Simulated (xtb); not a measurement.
# Calculation of the molecule and its ions, with input and output: SnHCl3

System: SnHCl3.
Method: GFN2-xTB, GBSA solvent n-hexane (xtb 6.7.1).

The geometry was optimised with GFN2-xTB.

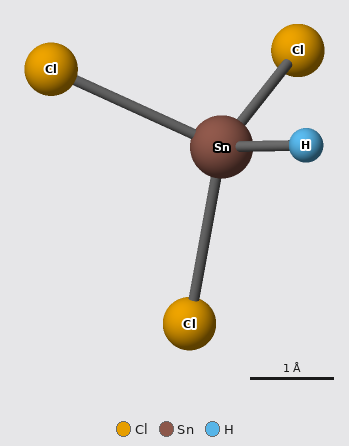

Fig. 1: The input geometry (ball-and-stick view, seen at a tilt). Sticks mark near contacts.

## Input (in.coord)
```
$coord angs
     0.3330100    -0.9555100     2.0022300  Cl
     0.1594000    -0.0242800    -0.0962400  Sn
    -0.5406300     2.1496600     0.2027900  Cl
    -1.5568900    -1.1261800    -1.1659600  Cl
     1.6550000    -0.1174900    -0.9842100  H
$end
```

## File .CHRG
```
0
```

## File .UHF
```
0
```

## File xcontrol
```
$scc
   temp=100
$end
```

Command:
```bash
xtb in.coord --gfn 2 -I xcontrol --vipea --norestart --gbsa n-hexane | tee xtb.out
```

## What the program printed
```
* xtb version 6.7.1
   ID    Z sym.   atoms
    1   17 Cl     1, 3, 4
    2   50 Sn     2
    3    1 H      5

           -------------------------------------------------
          |                Calculation Setup                |
           -------------------------------------------------

          program call               : xtb in.coord --gfn 2 -I xcontrol --vipea --norestart --gbsa n-hexane
          coordinate file            : in.coord
          omp threads                :                     1

           -------------------------------------------------
          |                 G F N 2 - x T B                 |
           -------------------------------------------------

      * Hamiltonian:
        H0-scaling (s, p, d)           1.850000    2.230000    2.230000
        zeta-weighting                 0.500000
      * Dispersion:
        s8                             2.700000
        a1                             0.520000
        a2                             5.000000
        s9                             5.000000
      * Repulsion:
        kExp                           1.500000    1.000000
        rExp                           1.000000
      * Coulomb:
        alpha                          2.000000
        third order                    shell-resolved
        anisotropic                    true
        a3                             3.000000
        a5                             4.000000
        cn-shift                       1.200000
        cn-exp                         4.000000
        max-rad                        5.000000

      * Solvation model:               GBSA
        Solvent                        n-hexane
        Parameter file                 internal GFN2-xTB/GBSA
        Dielectric constant                1.8800E+00
        Reference state                gsolv [1 M gas/solution]
        Free energy shift                  4.6913E-03 Eh       2.9438E+00 kcal/mol
        Temperature                        2.9815E+02 K
        Density                            6.6000E-01 kg/L
        Solvent mass                       8.6180E+01 g/mol
        Interaction kernel             Still
        Born radius scaling (c1)           1.3505E+00
        Born radii integrator          GBOBC
        Born offset                        0.0000E+00 a0       0.0000E+00 AA
        H-bond correction              false
        Ion screening                  false
        Surface tension                    1.0000E-05 Eh       1.5569E+01 dyn/cm
        Grid points                               230 per atom

          ...................................................
          :                      SETUP                      :
          :.................................................:
          :  # basis functions                  41          :
          :  # atomic orbitals                  37          :
          :  # shells                           13          :
          :  # electrons                        26          :
          :  max. iterations                   250          :
          :  Hamiltonian                  GFN2-xTB          :
          :  restarted?                      false          :
          :  GBSA solvation                   true          :
          :  PC potential                    false          :
          :  electronic temp.          100.0000000     K    :
          :  accuracy                    1.0000000          :
          :  -> integral cutoff          0.2500000E+02      :
          :  -> integral neglect         0.1000000E-07      :
          :  -> SCF convergence          0.1000000E-05 Eh   :
          :  -> wf. convergence          0.1000000E-03 e    :
          :  Broyden damping             0.4000000          :
          :  net charge                          0          :
          :  unpaired electrons                  0          :
          ...................................................

 iter      E             dE          RMSdq      gap      omega  full diag
   1    -15.6167015 -0.156167E+02  0.997E+00    3.14       0.0  T
   2    -15.3211386  0.295563E+00  0.150E+01    4.61       1.0  T
   3    -16.2923987 -0.971260E+00  0.543E+00    3.80       1.0  T
   4    -16.3855332 -0.931345E-01  0.177E+00    3.44       1.0  T
   5    -16.3738997  0.116335E-01  0.168E+00    3.30       1.0  T
   6    -16.3863262 -0.124265E-01  0.405E-01    3.42       1.0  T
   7    -16.3863604 -0.342798E-04  0.135E-01    3.43       1.0  T
   8    -16.3863705 -0.100144E-04  0.801E-02    3.42       1.0  T
   9    -16.3863680  0.248488E-05  0.695E-02    3.42       1.0  T
  10    -16.3863719 -0.396790E-05  0.622E-02    3.41       1.0  T
  11    -16.3863804 -0.845303E-05  0.151E-02    3.42       3.0  T
  12    -16.3863812 -0.779052E-06  0.216E-03    3.42      20.7  T
  13    -16.3863812 -0.266846E-07  0.708E-04    3.42      63.2  T
  14    -16.3863812  0.159407E-08  0.654E-04    3.42      68.4  T

   *** convergence criteria satisfied after 14 iterations ***

         #    Occupation            Energy/Eh            Energy/eV
      -------------------------------------------------------------
         1        2.0000           -1.0725088             -29.1845
       ...           ...                  ...                  ...
         7        2.0000           -0.4846458             -13.1879
         8        2.0000           -0.4585636             -12.4782
         9        2.0000           -0.4585553             -12.4779
        10        2.0000           -0.4533891             -12.3373
        11        2.0000           -0.4496517             -12.2356
        12        2.0000           -0.4496231             -12.2349
        13        2.0000           -0.4483398             -12.1999 (HOMO)
        14                         -0.3227178              -8.7816 (LUMO)
        15                         -0.1439426              -3.9169
        16                         -0.1438009              -3.9130
        17                         -0.1113215              -3.0292
        18                         -0.0387965              -1.0557
       ...                                ...                  ...
        37                          0.5755716              15.6621
      -------------------------------------------------------------
                  HL-Gap            0.1256220 Eh            3.4183 eV
             Fermi-level           -0.3855288 Eh          -10.4908 eV

 SCC (total)                   0 d,  0 h,  0 min,  0.007 sec
 SCC setup                      ...        0 min,  0.000 sec (  2.184%)
 Dispersion                     ...        0 min,  0.000 sec (  0.350%)
 classical contributions        ...        0 min,  0.000 sec (  0.084%)
 integral evaluation            ...        0 min,  0.001 sec ( 13.762%)
 iterations                     ...        0 min,  0.004 sec ( 61.538%)
 molecular gradient             ...        0 min,  0.001 sec ( 20.966%)
 printout                       ...        0 min,  0.000 sec (  0.898%)

         :::::::::::::::::::::::::::::::::::::::::::::::::::::
         ::                     SUMMARY                     ::
         :::::::::::::::::::::::::::::::::::::::::::::::::::::
         :: total energy             -16.379389736988 Eh    ::
         :: w/o Gsasa/hb/shift       -16.372976460182 Eh    ::
         :: gradient norm              0.005710526352 Eh/a0 ::
         :: HOMO-LUMO gap              3.418349257891 eV    ::
         ::.................................................::
         :: SCC energy               -16.386377700679 Eh    ::
         :: -> isotropic ES           -0.005071618163 Eh    ::
         :: -> anisotropic ES          0.000868349752 Eh    ::
         :: -> anisotropic XC          0.000958530467 Eh    ::
         :: -> dispersion             -0.004945154067 Eh    ::
         :: -> Gsolv                  -0.008353540324 Eh    ::
         ::    -> Gelec               -0.001940263518 Eh    ::
         ::    -> Gsasa               -0.011104565274 Eh    ::
         ::    -> Ghb                  0.000000000000 Eh    ::
         ::    -> Gshift               0.004691288468 Eh    ::
         :: repulsion energy           0.006987963690 Eh    ::
         :: add. restraining           0.000000000000 Eh    ::
         :: total charge              -0.000000000000 e     ::
         :::::::::::::::::::::::::::::::::::::::::::::::::::::

           -------------------------------------------------
          |        vertical delta SCC IP calculation        |
           -------------------------------------------------

 iter      E             dE          RMSdq      gap      omega  full diag
   1    -15.8718861 -0.158719E+02  0.365E+00    3.42       0.0  T
   2    -15.8731232 -0.123716E-02  0.285E+00    3.64       1.0  T
   3    -15.8534665  0.196567E-01  0.431E+00    3.51       1.0  T
   4    -15.8773807 -0.239142E-01  0.169E+00    3.62       1.0  T
   5    -15.8604935  0.168872E-01  0.337E+00    3.70       1.0  T
   6    -15.8757304 -0.152370E-01  0.194E+00    3.70       1.0  T
   7    -15.8654678  0.102626E-01  0.282E+00    3.63       1.0  T
   8    -15.8767259 -0.112581E-01  0.168E+00    3.65       1.0  T
   9    -15.8750651  0.166079E-02  0.145E+00    3.70       1.0  T
  10    -15.8777294 -0.266421E-02  0.111E+00    3.69       1.0  T
  11    -15.8767609  0.968500E-03  0.141E+00    3.73       1.0  T
  12    -15.8779920 -0.123110E-02  0.102E+00    3.72       1.0  T
  13    -15.8792825 -0.129057E-02  0.704E-01    3.73       1.0  T
  14    -15.8795961 -0.313575E-03  0.457E-01    3.73       1.0  T
  15    -15.8792771  0.319021E-03  0.481E-01    3.73       1.0  T
  16    -15.8795227 -0.245604E-03  0.354E-01    3.73       1.0  T
  17    -15.8797067 -0.184025E-03  0.196E-01    3.73       1.0  T
  18    -15.8797200 -0.132382E-04  0.246E-01    3.73       1.0  T
  19    -15.8797494 -0.293975E-04  0.163E-01    3.73       1.0  T
  20    -15.8797730 -0.236130E-04  0.931E-02    3.73       1.0  T
  21    -15.8797827 -0.975313E-05  0.231E-02    3.73       1.9  T
  22    -15.8797830 -0.312497E-06  0.155E-02    3.73       2.9  T
  23    -15.8797832 -0.198118E-06  0.803E-03    3.73       5.6  T
  24    -15.8797833 -0.773502E-07  0.558E-03    3.73       8.0  T
  25    -15.8797833 -0.192772E-07  0.506E-03    3.73       8.8  T
  26    -15.8797833 -0.203348E-07  0.276E-03    3.73      16.2  T
  27    -15.8797834 -0.580455E-08  0.187E-03    3.73      23.9  T
  28    -15.8797834 -0.424645E-08  0.112E-03    3.73      39.9  T
  29    -15.8797834 -0.111696E-08  0.656E-04    3.73      68.2  T
  30    -15.8797834 -0.871898E-09  0.190E-04    3.73     235.8  T
     SCC iter.                  ...        0 min,  0.008 sec
     gradient                   ...        0 min,  0.001 sec
------------------------------------------------------------------------
empirical IP shift (eV):    4.8455
delta SCC IP (eV):    8.9397
------------------------------------------------------------------------
           -------------------------------------------------
          |        vertical delta SCC EA calculation        |
           -------------------------------------------------

 iter      E             dE          RMSdq      gap      omega  full diag
   1    -16.6248422 -0.166248E+02  0.525E+00    4.66       0.0  T
   2    -16.6347426 -0.990039E-02  0.527E+00    5.40       1.0  T
   3    -16.6508931 -0.161505E-01  0.342E+00    5.05       1.0  T
   4    -16.6507682  0.124863E-03  0.211E+00    5.35       1.0  T
   5    -16.6581033 -0.733508E-02  0.111E+00    5.00       1.0  T
   6    -16.6616584 -0.355514E-02  0.322E-01    5.21       1.0  T
   7    -16.6617142 -0.557875E-04  0.923E-02    5.22       1.0  T
   8    -16.6617198 -0.560304E-05  0.387E-02    5.23       1.2  T
   9    -16.6617227 -0.288236E-05  0.147E-02    5.23       3.0  T
  10    -16.6617230 -0.276465E-06  0.793E-03    5.23       5.6  T
  11    -16.6617231 -0.823090E-07  0.422E-03    5.23      10.6  T
  12    -16.6617231 -0.683848E-07  0.776E-04    5.23      57.7  T
  13    -16.6617231 -0.334541E-08  0.413E-04    5.23     108.4  T
     SCC iter.                  ...        0 min,  0.003 sec
     gradient                   ...        0 min,  0.001 sec
------------------------------------------------------------------------
empirical EA shift (eV):    4.8455
delta SCC EA (eV):    2.6469
------------------------------------------------------------------------
           -------------------------------------------------
          |                Property Printout                |
           -------------------------------------------------

    * Orbital Energies and Occupations

         #    Occupation            Energy/Eh            Energy/eV
      -------------------------------------------------------------
         1        2.0000           -0.9835423             -26.7635
         2        2.0000           -0.9806637             -26.6852
         3        2.0000           -0.9806170             -26.6839
         4        2.0000           -0.7072846             -19.2462
         5        2.0000           -0.3848836             -10.4732
         6        2.0000           -0.3848503             -10.4723
         7        2.0000           -0.3836117             -10.4386
         8        2.0000           -0.3625827              -9.8664
         9        2.0000           -0.3625740              -9.8661
        10        2.0000           -0.3564104              -9.6984
        11        2.0000           -0.3551192              -9.6633
        12        2.0000           -0.3550992              -9.6627
        13        2.0000           -0.3543192              -9.6415
        14        1.0000           -0.2297006              -6.2505 (HOMO)
        15                         -0.0374837              -1.0200 (LUMO)
        16                         -0.0373309              -1.0158
        17                         -0.0058135              -0.1582
        18                          0.0672386               1.8297
        19                          0.0673092               1.8316
        20                          0.1064652               2.8971
        21                          0.1064912               2.8978
        22                          0.1068075               2.9064
        23                          0.1068531               2.9076
        24                          0.1072325               2.9179
        25                          0.1072470               2.9183
       ...                                ...                  ...
        37                          0.6847589              18.6332
      -------------------------------------------------------------
                  HL-Gap            0.1922169 Eh            5.2305 eV
             Fermi-level           -0.2128010 Eh           -5.7906 eV

     #   Z          covCN         q      C6AA      α(0)
     1  17          0.809    -0.413   112.547    16.229
     2  50          3.342     0.457   324.276    33.545
     3  17          0.809    -0.414   112.571    16.231
     4  17          0.809    -0.414   112.564    16.230
     5   1          0.915    -0.216    12.092     5.439

 Mol. C6AA /au·bohr⁶  :       2823.694067
 Mol. C8AA /au·bohr⁸  :     174624.758073
 Mol. α(0) /au        :         87.674101

Wiberg/Mayer (AO) data.
largest (>0.10) Wiberg bond orders for each atom

 ---------------------------------------------------------------------------
     #   Z sym  total        # sym  WBO       # sym  WBO       # sym  WBO
 ---------------------------------------------------------------------------
     1  17      1.005 --     2      0.765
     2  50      2.871 --     1      0.765     4      0.765     3      0.764
                             5      0.577
     3  17      1.004 --     2      0.764
     4  17      1.004 --     2      0.765
     5   1      0.860 --     2      0.577
 ---------------------------------------------------------------------------

Topologies differ in total number of bonds
Writing topology from bond orders to xtbtopo.mol

molecular dipole:
                 x           y           z       tot (Debye)
 q only:        0.844      -0.028      -0.493
   full:        1.108      -0.044      -0.651       3.268
molecular quadrupole (traceless):
                xx          xy          yy          xz          yz          zz
 q only:        3.145      -0.390      -2.582      -3.413       0.231      -0.563
  q+dip:        5.369      -0.653      -4.394      -5.819       0.392      -0.974
   full:        5.059      -0.618      -4.140      -5.483       0.372      -0.919

           -------------------------------------------------
          | TOTAL ENERGY              -16.654731680101 Eh   |
          | GRADIENT NORM               0.105511869495 Eh/α |
          | HOMO-LUMO GAP               5.230488114571 eV   |
           -------------------------------------------------

------------------------------------------------------------------------
------------------------------------------------------------------------
 total:
 *  cpu-time:     0 d,  0 h,  0 min,  0.032 sec
 * ratio c/w:     1.000 speedup
 SCF:
 *  cpu-time:     0 d,  0 h,  0 min,  0.024 sec
 * ratio c/w:     1.000 speedup
```

## Standard error
```
normal termination of xtb
```

## Key numbers

```csv
quantity,value
outcome,converged
electrons treated,26
total energy,−16.379390 hartree
dispersion energy,−0.004945 hartree
solvation energy,−0.008354 hartree
basis functions,41
hardware,"1 thread of Arm Neoverse V1, 24 GiB of memory available, shared host"
peak memory,0.073 GiB
```

## Notes

Settings chosen away from the usual ones: method = gfn2-xtb; task = vipea; x = {"etemp": 100}; geo = {"prev": 1}; partner = base; sm = GBSA; solvent = n-hexane.
